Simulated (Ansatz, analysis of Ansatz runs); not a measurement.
# A hop of O in Na2WO4 (Fd-3m), charge 0, part 4 of 5

How high is the barrier when O changes place in Na2WO4 (Fd-3m)? The case: O_i hop between interstitial places, charge 0, in a cell of 56 host atoms with 1 O put in.

Ansatz 0.2.0; plane-wave PAW DFT, PBEsol; nudged elastic band between two relaxed defect structures.

So far. Step 2 (Relaxation of the start point, charge 0): Among the atoms that came to bonding distance: O31–O57 1.51 Å (from 1.99). Step 3 (Relaxation of the end point, charge 0): Among the atoms that came to bonding distance: O26–O57 1.51 Å (from 1.99).

**4. Nudged elastic band, charge 0 (continued)**

Images along the path:

| image | path (Å) | energy (eV) | O57: x, y, z (Å) |
| --- | --- | --- | --- |
| 0 | 0.000 | 0.0000 | 5.772, 3.790, 1.885 |
| 1 | 0.885 | 0.6088 | 5.302, 3.796, 1.595 |
| 2 | 1.771 | 1.1236 | 5.026, 4.092, 1.027 |
| 3 | 2.656 | 2.0732 | 4.556, 4.564, 1.170 |
| 4 | 3.540 | 1.1243 | 4.084, 5.034, 1.028 |
| 5 | 4.424 | 0.6125 | 3.788, 5.310, 1.594 |
| 6 | 5.308 | -0.0002 | 3.776, 5.776, 1.884 |

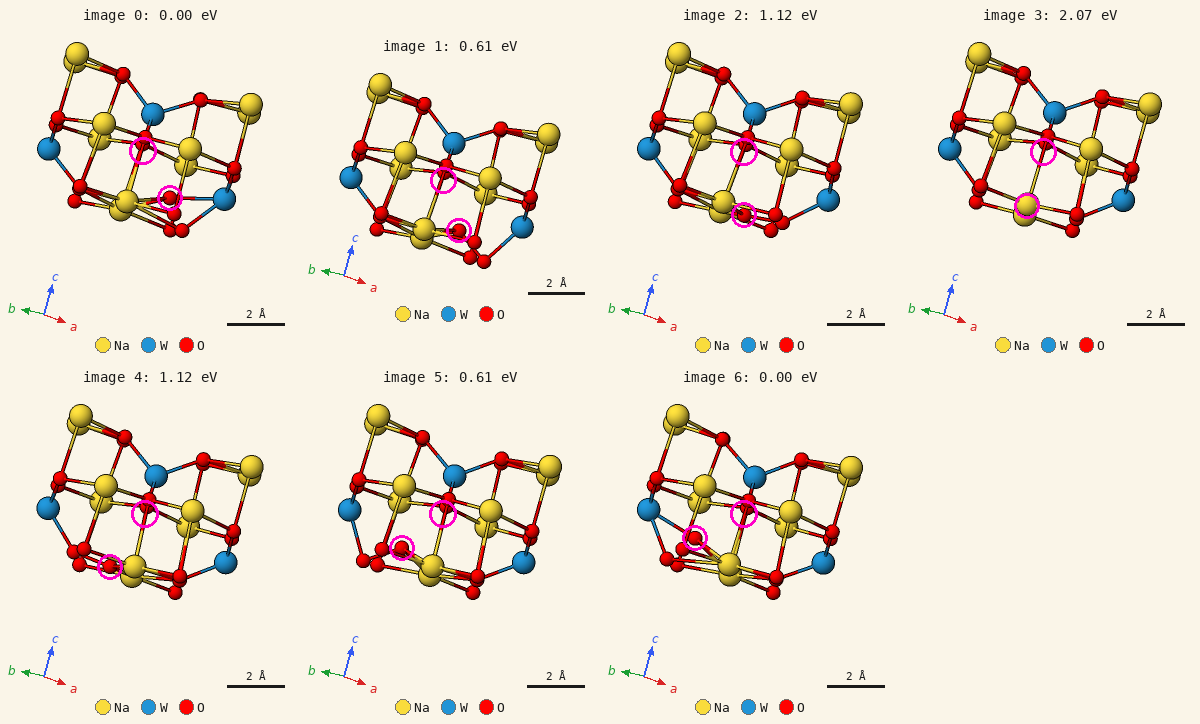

Images along the path; O57 is ringed. A ring with no atom in it marks the middle of the ideal hop.

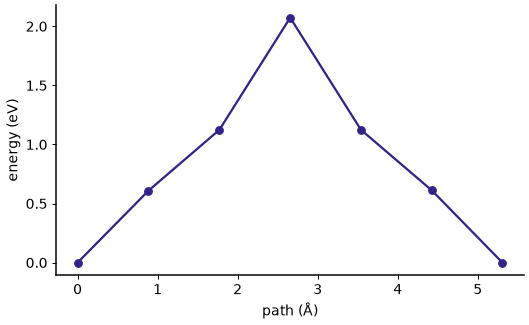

Energy along the path.

Read from the output:

| Quantity | Value |
| --- | --- |
| free energy | -124208.1329 eV |
| barrier forward | 2.073 eV |
| barrier backward | 2.073 eV |
| end less start | -1.81e-4 eV |
| hop length | 2.816 Å |

Track of the atom that was set to move:

| image | x (Å) | y (Å) | z (Å) | nearest neighbour | distance (Å) |
| --- | --- | --- | --- | --- | --- |
| 0 | 5.772 | 3.79 | 1.885 | O | 1.505 |
| 1 | 5.302 | 3.796 | 1.595 | O | 1.444 |
| 2 | 5.026 | 4.092 | 1.027 | O | 1.385 |
| 3 | 4.556 | 4.564 | 1.17 | O | 1.809 |
| 4 | 4.084 | 5.034 | 1.028 | O | 1.386 |
| 5 | 3.788 | 5.31 | 1.594 | O | 1.444 |
| 6 | 3.776 | 5.776 | 1.884 | O | 1.505 |

The band met its tolerance of 0.04 eV/Å after 12 iterations, with image 3 on top (the start counts as 0). O57, which moves farthest between the ends, has 1 O at 1.51 Å nearest at the start and 2 O at 1.81 Å and 2 Na at 2.06 Å at the top.

**5. Single point at the start point, PBEsol, denser k-mesh**

Three single points on a mesh of more k-points (start, top, end) test the sampling. The start is shown; top and end are run alike.

This step: plane-wave PAW DFT, PBEsol; single point of a defect supercell on a structure of the PBEsol path.

q0.start.mesh/input.yaml reads:

```yaml
crystal:
  lattice:
    - [9.1091061, 0.0, 0.0]
    - [0.0, 9.1091061, 0.0]
    - [0.0, 0.0, 9.1091061]
  atoms:
    - { symbol: Na, position: [0.12647235, 0.37483179, 0.37876459] }
    - { symbol: Na, position: [0.12440913, 0.87680247, 0.8794871] }
[... 6 atom lines left out ...]
    - { symbol: Na, position: [0.37300761, 0.37778865, 0.12687722] }
[... 6 atom lines left out ...]
    - { symbol: Na, position: [0.6218453, 0.64764241, 0.12247457] }
[... 1 atom line left out ...]
    - { symbol: W, position: [0.24943167, 0.75187032, 0.25367976] }
    - { symbol: W, position: [0.75471223, 0.24538995, 0.25991834] }
[... 4 atom lines left out ...]
    - { symbol: W, position: [0.49790677, 0.50162966, 0.49994097] }
[... 1 atom line left out ...]
    - { symbol: O, position: [0.36226533, 0.63952497, 0.13904651] }
[... 4 atom lines left out ...]
    - { symbol: O, position: [0.63284532, 0.29919513, 0.09003276] }
[... 10 atom lines left out ...]
    - { symbol: O, position: [0.38709973, 0.61162968, 0.61853563] }
[... 4 atom lines left out ...]
    - { symbol: O, position: [0.61499878, 0.38620878, 0.60727638] }
[... 4 atom lines left out ...]
    - { symbol: O, position: [0.60919971, 0.62149792, 0.39162894] }
    - { symbol: O, position: [0.38073805, 0.388912, 0.39000668] }
[... 3 atom lines left out ...]
    - { symbol: O, position: [0.63367471, 0.41601353, 0.20689018] }
basis:
  ecutwfc: 420
  xc_grid: 2
hamiltonian:
  xc: pbesol
kpoints:
  mp_grid: { grid: [2, 2, 2], shift: [0.5, 0.5, 0.5] }
scf:
  occupations: { method: fixed }
  max_iter: 120
output:
  forces: true
  eigenvalues: true
checkpoint:
  write: "../q0.start.mesh.run"
  compress: false
  write_wavefunctions: false
  write_every: 100000
```

The run is started by

```console
ansatz run input.yaml --threads 4 --pin off --max-ram 14131MiB --backend cpu --events-out ev --progress --plain --runs-dir out
```

Numbers of over 12 decimals in the logs are rounded to 6 here.

The program printed:

```text
[...]
Crystal: 57 atoms, lattice volume = 755.835 Å³
Basis set: ecut = 420 eV, 14771 PW (Γ), exchange–correlation on 128×128×128 points (8 copies of the dense FFT grid, shifted against one another)
Bands: 284, of which v1, the nominal top of the filled ones, is band 227 counted from 1 (226 counted from 0)
Symmetry: 1 space group operations
[...]
k-points: 4 of 8 (time reversal used)
[...]
SCF iter   1: F=—  HF=-124210.571291 eV  |F-HF|=—  |Δ(HF+E_count)|=         —  Δρ=1.52e-2  dr2=1.82e0  ethr=1.77e-3  ⟨swp⟩=5.0  Hψ=4076  notcnv=0  defer=200
[...]
SCF iter   3: F=—  HF=-124210.204162 eV  |F-HF|=—  |Δ(HF+E_count)|=   7.09e-2  Δρ=1.27e-3  dr2=1.00e-2  ethr=7.91e-5  ⟨swp⟩=2.0  Hψ=1464  notcnv=0  defer=136
[...]
Fermi energy:    5.385239 eV
[...]
--- Forces (eV/Å), atoms counted from 1 ---
  atom   1  Na    -0.00002907     0.00039411     0.00035151
  atom   2  Na     0.00102120     0.00068330     0.00125405
  [... 6 atoms left out ...]
  atom   9  Na     0.00611560    -0.00116303     0.00472326
  [... 6 atoms left out ...]
  atom  16  Na    -0.00120162     0.01467349    -0.00405556
  [... 7 atoms left out ...]
  atom  24  W     -0.00297017     0.00067501     0.01668010
  [... 1 atom left out ...]
  atom  26  O      0.00725224    -0.00546017    -0.00146053
  [... 4 atoms left out ...]
  atom  31  O     -0.00572022    -0.01601328    -0.01077199
  [... 10 atoms left out ...]
  atom  42  O      0.00087474    -0.00341541    -0.00430397
  [... 4 atoms left out ...]
  atom  47  O     -0.00360038    -0.00068249     0.00242301
  [... 4 atoms left out ...]
  atom  52  O      0.00875980     0.00834205    -0.00982609
  atom  53  O     -0.00467409    -0.00110127    -0.00216346
  [... 3 atoms left out ...]
  atom  57  O     -0.00875162     0.00157111     0.01279493
  max |Σ_I F_I| component: 1.19e-4 eV/Å
--- Band table (eV) ---
[...]
[... further k-points left out ...]
[key lines of the parts left out:]
SCF converged after 10 iterations
Free energy (F): -124210.209629 eV
```

Wall time 36 s (4 threads of Arm Neoverse V2, shared host); peak memory 3.7 GiB.

This step gave:

```
free energy : -124210.2096 eV
```

**6. Barrier from single points, PBEsol, denser k-mesh**

Analysis of the runs above: barrier from PBEsol single points on the PBEsol path.

It gives:

```yaml
barrier_forward: 2.079 eV
barrier_backward: 2.079 eV
end_less_start: -1.27e-4 eV
```

This gives 2.079 eV against the band's 2.073 eV (backward 2.079 against 2.073 eV). This mesh holds only the band's own point and its sign variants, so it tests the average over those and no finer sampling.

**7. Single point at the start point, LDA**

Three single points with LDA show how much the barrier depends on that choice; lattice and path are kept. The start is shown; top and end are run alike.

This step: plane-wave PAW DFT, LDA; single point of a defect supercell on a structure of the PBEsol path.

q0.start.lda/input.yaml, as its differences from q0.start.mesh/input.yaml of step 5:

```diff
@@ -34,5 +34,5 @@
 hamiltonian:
-  xc: pbesol
+  xc: lda
 kpoints:
-  mp_grid: { grid: [2, 2, 2], shift: [0.5, 0.5, 0.5] }
+  mp_grid: { grid: [1, 1, 1], shift: [0.25, 0.25, 0.25] }
 scf:
@@ -44,3 +44,3 @@
 checkpoint:
-  write: "../q0.start.mesh.run"
+  write: "../q0.start.lda.run"
   compress: false
```

The program printed:

```text
[...]
Crystal: 57 atoms, lattice volume = 755.835 Å³
Basis set: ecut = 420 eV, 14771 PW (Γ), exchange–correlation on 128×128×128 points (8 copies of the dense FFT grid, shifted against one another)
Bands: 284, of which v1, the nominal top of the filled ones, is band 227 counted from 1 (226 counted from 0)
Symmetry: 1 space group operations
[...]
k-points: 1
[...]
SCF iter   1: F=—  HF=-122864.603026 eV  |F-HF|=—  |Δ(HF+E_count)|=         —  Δρ=1.84e-2  dr2=2.63e0  ethr=1.77e-3  ⟨swp⟩=5.0  Hψ=1018  notcnv=0  defer=50
[...]
SCF iter  10: F=-122863.991008 eV  HF=-122863.991008 eV  |F-HF|=3.23e-9  |Δ(HF+E_count)|=   8.58e-8  Δρ=2.36e-6  dr2=4.98e-8  ethr=2.20e-11  ⟨swp⟩=10.0  Hψ=1172  notcnv=0
SCF 1 converged in 10 iterations: F = -122863.991008 eV  dr2 = 4.98e-8
[...]
SCF converged after 10 iterations
Free energy (F): -122863.991008 eV
[...]
Internal energy: -122863.991008 eV  (E = F + TS)
E sigma→0 (E₀):  -122863.991008 eV
Fermi energy:    5.091505 eV
[...]
--- Forces (eV/Å), atoms counted from 1 ---
  atom   1  Na    -0.00164655     0.00052869     0.00565030
  atom   2  Na     0.00107387    -0.00171799    -0.00159875
  [... 6 atoms left out ...]
  atom   9  Na     0.00865036    -0.00340426     0.00624551
  [... 6 atoms left out ...]
  atom  16  Na    -0.00550743    -0.00054155     0.00828451
  [... 7 atoms left out ...]
  atom  24  W     -0.00003949    -0.00346669     0.01013400
  [... 1 atom left out ...]
  atom  26  O     -0.11731881     0.12216112     0.12170852
  [... 4 atoms left out ...]
  atom  31  O      0.06042815     0.11501835     0.21817411
  [... 10 atoms left out ...]
  atom  42  O      0.12762853    -0.12452138    -0.13462045
  [... 4 atoms left out ...]
  atom  47  O     -0.13679364     0.13018843    -0.09086750
  [... 4 atoms left out ...]
  atom  52  O     -0.12046274    -0.14310279     0.09898876
  atom  53  O      0.13028258     0.13153798     0.11496683
  [... 3 atoms left out ...]
  atom  57  O      0.04575753    -0.23024214    -0.11373657
  max |Σ_I F_I| component: 5.24e-5 eV/Å
--- Band table (eV) ---
[...]
```

The job ended after 9.9 s (4 threads; peak memory 1.3 GiB; 37 s of CPU time).

This step gave:

| Property | Result |
| --- | --- |
| free energy | -122863.9910 eV |

**8. Barrier from single points, LDA**

Analysis of the runs above: barrier from LDA single points on the PBEsol path.

It gives:

```yaml
barrier_forward: 1.994 eV
barrier_backward: 1.995 eV
end_less_start: -9.70e-6 eV
```

This gives 1.994 eV against the band's 2.073 eV.

**9. Single point at the start point, r2SCAN**

Three single points with a meta-GGA, at its higher cutoff of 500 eV, show what it does to the barrier on the path found. The start is shown; top and end are run alike.

This step: plane-wave PAW DFT, r2SCAN; single point of a defect supercell on a structure of the PBEsol path.

q0.start.r2scan/input.yaml, as its differences from q0.start.lda/input.yaml of step 7:

```diff
@@ -31,6 +31,6 @@
 basis:
-  ecutwfc: 420
+  ecutwfc: 500
   xc_grid: 2
 hamiltonian:
-  xc: lda
+  xc: r2scan
 kpoints:
@@ -44,3 +44,3 @@
 checkpoint:
-  write: "../q0.start.lda.run"
+  write: "../q0.start.r2scan.run"
   compress: false
```

The program printed:

```text
[...]
Crystal: 57 atoms, lattice volume = 755.835 Å³
Basis set: ecut = 500 eV, 19213 PW (Γ), exchange–correlation on 144×144×144 points (8 copies of the dense FFT grid, shifted against one another)
Bands: 284, of which v1, the nominal top of the filled ones, is band 227 counted from 1 (226 counted from 0)
Symmetry: 1 space group operations
[...]
k-points: 1
[...]
SCF iter   1: F=—  HF=-125802.608170 eV  |F-HF|=—  |Δ(HF+E_count)|=         —  Δρ=9.21e-3  dr2=5.72e-1  dr2_τ=3.08e0  ethr=1.77e-3  ⟨swp⟩=5.0  Hψ=1015  notcnv=0  defer=50
[...]
SCF iter   9: F=-125803.164202 eV  HF=-125803.164202 eV  |F-HF|=6.97e-9  |Δ(HF+E_count)|=   1.22e-7  Δρ=2.82e-6  dr2=6.17e-8  dr2_τ=8.16e-9  ethr=2.20e-11  ⟨swp⟩=12.0  Hψ=1128  notcnv=0
SCF 1 converged in 9 iterations: F = -125803.164202 eV  dr2 = 6.17e-8
[...]
SCF converged after 9 iterations
Free energy (F): -125803.164202 eV
[...]
Internal energy: -125803.164202 eV  (E = F + TS)
E sigma→0 (E₀):  -125803.164202 eV
Fermi energy:    4.984099 eV
[...]
--- Forces (eV/Å), atoms counted from 1 ---
  atom   1  Na     0.00274118    -0.00100652     0.00027979
  atom   2  Na     0.00302917    -0.00066226     0.00359229
  [... 6 atoms left out ...]
  atom   9  Na     0.03879198    -0.00394773     0.00662783
  [... 6 atoms left out ...]
  atom  16  Na     0.00408601     0.00416537     0.01317482
  [... 7 atoms left out ...]
  atom  24  W      0.00896425     0.03329312    -0.00237576
  [... 1 atom left out ...]
  atom  26  O     -0.06533379     0.06863303     0.07235197
  [... 4 atoms left out ...]
  atom  31  O     -0.00888447     0.02828921     0.02116855
  [... 10 atoms left out ...]
  atom  42  O      0.06944633    -0.07044666    -0.07885911
  [... 4 atoms left out ...]
  atom  47  O     -0.07282793     0.06837016    -0.06022386
  [... 4 atoms left out ...]
  atom  52  O     -0.08314664    -0.05427433     0.10709950
  atom  53  O      0.07115787     0.06846173     0.07266718
  [... 3 atoms left out ...]
  atom  57  O     -0.01984129    -0.03493339    -0.02885366
  max |Σ_I F_I| component: 9.03e-3 eV/Å
--- Band table (eV) ---
[...]
```

The job ended after 16 s (4 threads; peak memory 1.9 GiB; 62 s of CPU time).

Numbers from this step:

```yaml
free_energy: -125803.1642 eV
```

**10. Barrier from single points, r2SCAN**

Analysis of the runs above: barrier from r2SCAN single points on the PBEsol path.

It gives:

```yaml
barrier_forward: 2.167 eV
barrier_backward: 2.167 eV
end_less_start: -1.25e-4 eV
```

This gives 2.167 eV against the band's 2.073 eV.

[end of part 4 of 5]

[Logs are printed without paths, hosts, clocks, repeated set-up lines and the standing remarks that a program may print on its own settings, such as how far it seeks lower states.]

[Hosts, paths, dates, database ids (printed as entryN), source tags and the programs' standing remarks are cut or masked in the printed files.]
